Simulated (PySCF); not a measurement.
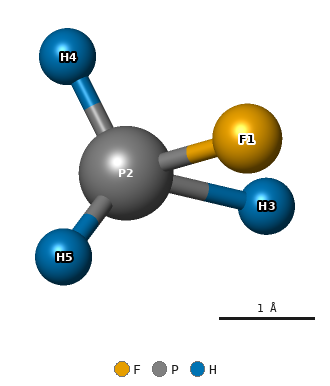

Fig. 1: The starting structure (ball-and-stick view, seen at a tilt; atoms are numbered from 1 in the order of the input).

Run report: PH$_{3}$F (charge +1), saddle-point search (part 1 of 3)

System: PH$_{3}$F, charge +1, SMILES F[PH3+].
Method: OLYP/6-31++G**, RKS, dispersion D3(0) (PySCF 2.14.0).

Figures and captions count atoms from 1; the log counts them from 0 in places.

### The input (run.py)
```python
from pyscf import gto, dft
from pyscf.geomopt.geometric_solver import kernel as optimise

mol = gto.M(
    atom='''
F     -1.365490     0.250400     0.341100
P      0.122590    -0.022380    -0.030680
H     -1.029824    -0.269234    -1.198151
H      0.486130    -1.008290     0.868130
H      0.718590     1.208890     0.170830
''',
    verbose=3,
    spin=0,
    max_memory=1860,
    charge=1,
    basis='6-31++g**',
)

ks = dft.RKS(mol, xc='olyp')
ks.disp = 'd3zero'
converged, mol_eq = optimise(ks, maxsteps=60, transition=True, hessian=True)
print('converged:', converged)
print(mol_eq.tostring())

ks.reset(mol_eq)
mol = mol_eq
ks.kernel()
e_tot = ks.e_tot
print('E(%s) = %.9f' % ('OLYP', e_tot))
```

Launched with:
```bash
OMP_NUM_THREADS=1 python run.py
```

### Log
```
converged SCF energy = -442.570670159415

WARN: DFTD3 does not support analytical Hessian, using finite difference

WARN: Mole.unit (angstrom) is changed to Bohr

#|     Arguments passed to driver run_optimizer():      |#
customengine              <pyscf.geomopt.geometric_solver.PySCFEngine object>
maxiter                   60
transition                True
----------------------------------------------------------
 Transition state optimization requested.
Custom engine selected.
Requested bond order-based connectivity but it is not available in the current engine
Bonds will be generated from interatomic distances less than 1.20 times sum of covalent radii
Creating artificial bond to isolated atom: 3-2
15 internal coordinates being used (instead of 15 Cartesians)
Internal coordinate system (atoms numbered from 1):
Distance 1-2
Distance 2-4
Distance 2-5
Distance 2-3
Angle 1-2-4
Angle 1-2-5
Angle 1-2-3
Angle 4-2-5
Angle 3-2-5
Out-of-Plane 2-3-4-5
Translation-X 1-5
Translation-Y 1-5
Translation-Z 1-5
Rotation-A 1-5
Rotation-B 1-5
Rotation-C 1-5
<class 'geometric.internal.Distance'> : 4
<class 'geometric.internal.Angle'> : 5
<class 'geometric.internal.OutOfPlane'> : 1
<class 'geometric.internal.TranslationX'> : 1
<class 'geometric.internal.TranslationY'> : 1
<class 'geometric.internal.TranslationZ'> : 1
<class 'geometric.internal.RotationA'> : 1
<class 'geometric.internal.RotationB'> : 1
<class 'geometric.internal.RotationC'> : 1
> ===== Optimization Info: ====
> Job type: Transition state optimization
> Maximum number of optimization cycles: 60
> Initial / maximum trust radius (Angstrom): 0.010 / 0.030
> Convergence Criteria:
> Will converge when all 5 criteria are reached:
>  |Delta-E| < 1.00e-06
>  RMS-Grad  < 3.00e-04
>  Max-Grad  < 4.50e-04
>  RMS-Disp  < 1.20e-03
>  Max-Disp  < 1.80e-03
> === End Optimization Info ===

Geometry optimization cycle 1
Cartesian coordinates (Angstrom)
 Atom        New coordinates             dX        dY        dZ
   F  -1.365490   0.250400   0.341100    0.000000  0.000000  0.000000
   P   0.122590  -0.022380  -0.030680    0.000000  0.000000  0.000000
   H  -1.029824  -0.269234  -1.198151    0.000000  0.000000  0.000000
   H   0.486130  -1.008290   0.868130    0.000000  0.000000  0.000000
   H   0.718590   1.208890   0.170830    0.000000  0.000000  0.000000

WARN: Mole.unit (angstrom) is changed to Bohr

converged SCF energy = -442.570670159534
--------------- RKS_Scanner gradients ---------------
         x                y                z
0 F     0.0634341218    -0.0259841875    -0.0612819714
1 P     0.0355842622     0.0160837040     0.0627510347
2 H    -0.0680083538     0.0080106319     0.0028660781
3 H    -0.0144756309     0.0105899468    -0.0051724790
4 H    -0.0165026016    -0.0087285987     0.0008949903
----------------------------------------------
cycle 1: E = -442.57067016  dE = -442.571  norm(grad) = 0.138969
>> Using Hessian data provided via params...
>> Initial Cartesian Hessian Eigenvalues
Hessian Eigenvalues:  -5.252e-02 -2.839e-02 -3.479e-03 -1.348e-03 -9.062e-04 -7.489e-04 -5.066e-04
 2.678e-02  5.021e-02  5.981e-02  6.842e-02  1.221e-01    .....    4.422e-01  6.909e-01  8.729e-01

== Summary of harmonic free energy analysis ==
Note: Rotational symmetry is set to 1 regardless of true symmetry
1 Imaginary Frequencies (cm^-1): 540.206i
Note: Free energy does not include contribution from imaginary mode(s)

Free energy contributions calculated at @ 300.00 K:
Zero-point vibrational energy:                                   15.8942 kcal/mol
H   (Trans + Rot + Vib = Tot):   1.4904 +   0.8942 +   0.2106 =   2.5953 kcal/mol
S   (Trans + Rot + Vib = Tot):  37.8822 +  20.3097 +   0.8751 =  59.0671 cal/mol/K
TS  (Trans + Rot + Vib = Tot):  11.3647 +   6.0929 +   0.2625 =  17.7201 kcal/mol

Ground State Electronic Energy    : E0                        =  -442.57067016 au (   -277717.2885 kcal/mol)
Free Energy Correction (Harmonic) : ZPVE + [H-TS]_T,R,V       =     0.00122597 au (         0.7693 kcal/mol)
Gibbs Free Energy (Harmonic)      : E0 + ZPVE + [H-TS]_T,R,V  =  -442.56944419 au (   -277716.5192 kcal/mol)

Step    0 : Gradient = 6.215e-02/9.195e-02 (rms/max) Energy = -442.5706701595
Hessian Eigenvalues:  -7.153e-02 -6.773e-03 -4.717e-03 -3.550e-03 -6.695e-05 -6.165e-06  1.139e-04
 4.977e-02  6.830e-02  1.684e-01  2.001e-01  2.202e-01    .....    2.646e-01  2.678e-01  5.359e-01

Geometry optimization cycle 2
Cartesian coordinates (Angstrom)
 Atom        New coordinates             dX        dY        dZ
   F  -1.371953   0.246164   0.338704   -0.006463 -0.004236 -0.002396
   P   0.127393  -0.030056  -0.038529    0.004803 -0.007676 -0.007849
   H  -1.032704  -0.259995  -1.201172   -0.002880  0.009239 -0.003021
   H   0.493094  -1.002036   0.876661    0.006964  0.006254  0.008531
   H   0.720851   1.203267   0.171026    0.002261 -0.005623  0.000196
converged SCF energy = -442.571301686947
--------------- RKS_Scanner gradients ---------------
         x                y                z
0 F     0.0549874402    -0.0233941891    -0.0568792128
1 P     0.0412451337     0.0124906094     0.0581945241
2 H    -0.0667280199     0.0082640813     0.0018224562
3 H    -0.0137635901     0.0107781214    -0.0043909746
4 H    -0.0157026769    -0.0081686507     0.0013071568
----------------------------------------------
cycle 2: E = -442.571301687  dE = -0.000631527  norm(grad) = 0.131202
Step    1 : Displace = 9.992e-03/1.303e-02 (rms/max) Trust = 1.000e-02 (=) Grad = 5.868e-02/8.250e-02 (rms/max) E (change) = -442.5713016869 (-6.315e-04) Quality = 0.998
Hessian Eigenvalues:  -7.188e-02 -6.969e-03 -4.892e-03 -3.569e-03 -1.722e-04 -6.355e-06  1.082e-04
 4.992e-02  6.831e-02  1.684e-01  2.001e-01  2.207e-01    .....    2.645e-01  2.678e-01  5.267e-01

Geometry optimization cycle 3
Cartesian coordinates (Angstrom)
 Atom        New coordinates             dX        dY        dZ
   F  -1.382647   0.240223   0.335023   -0.010695 -0.005942 -0.003681
   P   0.133979  -0.041163  -0.049814    0.006586 -0.011106 -0.011285
   H  -1.037041  -0.245218  -1.204426   -0.004338  0.014777 -0.003253
   H   0.503036  -0.991477   0.890008    0.009942  0.010559  0.013347
   H   0.723564   1.195269   0.172056    0.002714 -0.007998  0.001030
converged SCF energy = -442.571810047174
--------------- RKS_Scanner gradients ---------------
         x                y                z
0 F     0.0434238220    -0.0197490841    -0.0504473089
1 P     0.0483533887     0.0073070609     0.0514678110
2 H    -0.0646230512     0.0086525256     0.0002959688
3 H    -0.0126530938     0.0110637217    -0.0032179962
4 H    -0.0144562440    -0.0073055664     0.0019534228
----------------------------------------------
cycle 3: E = -442.571810047  dE = -0.00050836  norm(grad) = 0.121124
Step    2 : Displace = 1.522e-02/1.969e-02 (rms/max) Trust = 1.414e-02 (+) Grad = 5.417e-02/7.100e-02 (rms/max) E (change) = -442.5718100472 (-5.084e-04) Quality = 0.962
Hessian Eigenvalues:  -7.580e-02 -6.967e-03 -4.892e-03 -3.568e-03 -1.721e-04 -6.355e-06  1.082e-04
 4.999e-02  6.831e-02  1.684e-01  2.002e-01  2.212e-01    .....    2.645e-01  2.678e-01  5.076e-01

Geometry optimization cycle 4
Cartesian coordinates (Angstrom)
 Atom        New coordinates             dX        dY        dZ
   F  -1.398112   0.231940   0.329302   -0.015465 -0.008282 -0.005722
   P   0.142948  -0.057216  -0.065782    0.008969 -0.016053 -0.015969
   H  -1.041644  -0.224103  -1.207156   -0.004602  0.021115 -0.002730
   H   0.516825  -0.976356   0.907831    0.013789  0.015120  0.017823
   H   0.727112   1.183624   0.173065    0.003547 -0.011645  0.001009
converged SCF energy = -442.571836531133
--------------- RKS_Scanner gradients ---------------
         x                y                z
0 F     0.0292841613    -0.0151505181    -0.0418909872
1 P     0.0558156199     0.0004641116     0.0422952616
2 H    -0.0613111031     0.0092346947    -0.0016746263
3 H    -0.0110571496     0.0114768520    -0.0015842962
4 H    -0.0126858688    -0.0060564286     0.0029101531
----------------------------------------------
cycle 4: E = -442.571836531  dE = -2.6484e-05  norm(grad) = 0.1098
Step    3 : Displace = 2.134e-02/2.712e-02 (rms/max) Trust = 2.000e-02 (+) Grad = 4.910e-02/7.003e-02 (rms/max) E (change) = -442.5718365311 (-2.648e-05) Quality = -1.329
Rejecting step - quality is lower than 0.0
Hessian Eigenvalues:  -7.580e-02 -6.967e-03 -4.892e-03 -3.568e-03 -1.721e-04 -6.355e-06  1.082e-04
 4.999e-02  6.831e-02  1.684e-01  2.002e-01  2.212e-01    .....    2.645e-01  2.678e-01  5.076e-01

Geometry optimization cycle 5
Cartesian coordinates (Angstrom)
 Atom        New coordinates             dX        dY        dZ
   F  -1.390699   0.236242   0.332740    0.007413  0.004302  0.003438
   P   0.138487  -0.049131  -0.057747   -0.004461  0.008085  0.008035
   H  -1.039351  -0.234830  -1.206399    0.002293 -0.010727  0.000757
   H   0.510032  -0.984021   0.899025   -0.006793 -0.007664 -0.008807
   H   0.725426   1.189497   0.172548   -0.001685  0.005873 -0.000517
converged SCF energy = -442.572021932157
--------------- RKS_Scanner gradients ---------------
         x                y                z
0 F     0.0356474218    -0.0172837327    -0.0459444150
1 P     0.0528406978     0.0037505117     0.0467489400
2 H    -0.0630242904     0.0089163109    -0.0008031528
3 H    -0.0118512713     0.0112695179    -0.0023840001
4 H    -0.0135664337    -0.0066840769     0.0024360262
----------------------------------------------
cycle 5: E = -442.572021932  dE = -0.000185401  norm(grad) = 0.115031
Step    4 : Displace = 1.066e-02/1.362e-02 (rms/max) Trust = 1.000e-02 (x) Grad = 5.144e-02/7.065e-02 (rms/max) E (change) = -442.5720219322 (-2.119e-04) Quality = 0.954
Hessian Eigenvalues:  -7.829e-02 -6.964e-03 -4.892e-03 -3.568e-03 -1.719e-04 -6.358e-06  1.082e-04
 5.025e-02  6.832e-02  1.685e-01  2.002e-01  2.219e-01    .....    2.644e-01  2.678e-01  4.877e-01

Geometry optimization cycle 6
Cartesian coordinates (Angstrom)
 Atom        New coordinates             dX        dY        dZ
   F  -1.402334   0.230826   0.329288   -0.011634 -0.005415 -0.003451
   P   0.144761  -0.060496  -0.068928    0.006274 -0.011365 -0.011180
   H  -1.041783  -0.220132  -1.208209   -0.002432  0.014698 -0.001811
   H   0.519788  -0.973501   0.911181    0.009756  0.010520  0.012157
   H   0.727881   1.181290   0.173041    0.002455 -0.008207  0.000493
converged SCF energy = -442.571982103407
--------------- RKS_Scanner gradients ---------------
         x                y                z
0 F     0.0256561354    -0.0140602877    -0.0398393400
1 P     0.0580120375    -0.0010366733     0.0402392195
2 H    -0.0606020489     0.0093034753    -0.0022573008
3 H    -0.0107046239     0.0115551067    -0.0012195357
4 H    -0.0123150922    -0.0057931138     0.0031322058
----------------------------------------------
cycle 6: E = -442.571982103  dE = 3.98288e-05  norm(grad) = 0.107878
Step    5 : Displace = 1.493e-02/1.877e-02 (rms/max) Trust = 1.414e-02 (+) Grad = 4.824e-02/7.061e-02 (rms/max) E (change) = -442.5719821034 (+3.983e-05) Quality = 0.724
Hessian Eigenvalues:  -8.029e-02 -6.960e-03 -4.892e-03 -3.568e-03 -1.717e-04 -6.358e-06  1.082e-04
 5.069e-02  6.835e-02  1.685e-01  2.001e-01  2.226e-01    .....    2.643e-01  2.678e-01  4.699e-01

Geometry optimization cycle 7
Cartesian coordinates (Angstrom)
 Atom        New coordinates             dX        dY        dZ
   F  -1.414237   0.225829   0.325771   -0.011903 -0.004998 -0.003518
   P   0.150810  -0.071875  -0.079980    0.006049 -0.011379 -0.011052
   H  -1.043186  -0.205609  -1.208889   -0.001403  0.014523 -0.000680
   H   0.529329  -0.963119   0.922557    0.009541  0.010381  0.011376
   H   0.730072   1.173102   0.173348    0.002191 -0.008187  0.000307
converged SCF energy = -442.571616027467
--------------- RKS_Scanner gradients ---------------
         x                y                z
0 F     0.0167338386    -0.0111349541    -0.0340694856
1 P     0.0619606219    -0.0055367715     0.0339110994
2 H    -0.0580090186     0.0097010191    -0.0035735713
3 H    -0.0095491598     0.0118320182    -0.0000641115
4 H    -0.0110867613    -0.0048939263     0.0038482869
----------------------------------------------
cycle 7: E = -442.571616027  dE = 0.000366076  norm(grad) = 0.102222
Step    6 : Displace = 1.465e-02/1.804e-02 (rms/max) Trust = 1.414e-02 (=) Grad = 4.571e-02/7.085e-02 (rms/max) E (change) = -442.5716160275 (+3.661e-04) Quality = 0.960
Hessian Eigenvalues:  -8.148e-02 -6.954e-03 -4.892e-03 -3.567e-03 -1.714e-04 -6.359e-06  1.082e-04
 5.151e-02  6.840e-02  1.685e-01  1.999e-01  2.234e-01    .....    2.641e-01  2.679e-01  4.508e-01

Geometry optimization cycle 8
Cartesian coordinates (Angstrom)
 Atom        New coordinates             dX        dY        dZ
   F  -1.430775   0.219434   0.319562   -0.016538 -0.006395 -0.006209
   P   0.159162  -0.087770  -0.095338    0.008352 -0.015895 -0.015358
   H  -1.043768  -0.185432  -1.206771   -0.000582  0.020177  0.002119
   H   0.542156  -0.948999   0.937091    0.012827  0.014120  0.014534
   H   0.732445   1.161848   0.173626    0.002373 -0.011254  0.000278
converged SCF energy = -442.570502118294
--------------- RKS_Scanner gradients ---------------
         x                y                z
0 F     0.0063322048    -0.0076003367    -0.0267105490
1 P     0.0650963726    -0.0112550559     0.0254261823
2 H    -0.0540009376     0.0102840578    -0.0049932412
3 H    -0.0079315498     0.0121752482     0.0014920560
4 H    -0.0094433703    -0.0036382441     0.0048337001
----------------------------------------------
cycle 8: E = -442.570502118  dE = 0.00111391  norm(grad) = 0.0959582
Step    7 : Displace = 2.007e-02/2.382e-02 (rms/max) Trust = 2.000e-02 (+) Grad = 4.291e-02/7.079e-02 (rms/max) E (change) = -442.5705021183 (+1.114e-03) Quality = 0.977
Hessian Eigenvalues:  -8.410e-02 -6.949e-03 -4.892e-03 -3.567e-03 -1.711e-04 -6.359e-06  1.082e-04
 5.295e-02  6.847e-02  1.685e-01  1.995e-01  2.243e-01    .....    2.638e-01  2.679e-01  4.352e-01

Geometry optimization cycle 9
Cartesian coordinates (Angstrom)
 Atom        New coordinates             dX        dY        dZ
   F  -1.452328   0.212147   0.306467   -0.021554 -0.007287 -0.013095
   P   0.170935  -0.109034  -0.116307    0.011772 -0.021265 -0.020969
   H  -1.041871  -0.158487  -1.195783    0.001897  0.026945  0.010988
   H   0.558332  -0.931301   0.953627    0.016176  0.017698  0.016536
   H   0.733933   1.147356   0.173922    0.001489 -0.014493  0.000295
converged SCF energy = -442.56807781805
--------------- RKS_Scanner gradients ---------------
         x                y                z
0 F    -0.0040311418    -0.0037967294    -0.0180909277
1 P     0.0647286350    -0.0177613920     0.0145163928
2 H    -0.0474728070     0.0110432308    -0.0058141616
3 H    -0.0057471073     0.0124674821     0.0034008025
4 H    -0.0074322169    -0.0019860254     0.0060374194
```
